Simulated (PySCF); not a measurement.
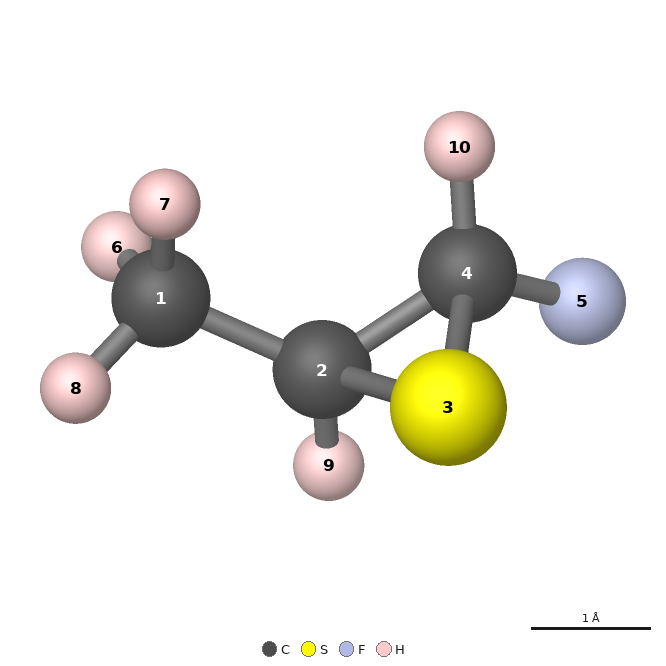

Atoms carry their numbers in the input. The geometry was computed by an optimisation with PBE0-D3(BJ)/def2-SVP. No frequency run is at hand to confirm it as a minimum.

Which atoms are bonded, and how long are the bonds?

| bond | length (Å) | order |
| --- | --- | --- |
| C1–C2 | 1.502 | single |
| C1–H6 | 1.102 | single |
| C1–H7 | 1.100 | single |
| C1–H8 | 1.100 | single |
| C2–S3 | 1.831 | single |
| C2–C4 | 1.472 | single |
| C2–H9 | 1.097 | single |
| S3–C4 | 1.798 | single |
| C4–F5 | 1.347 | single |
| C4–H10 | 1.097 | single |
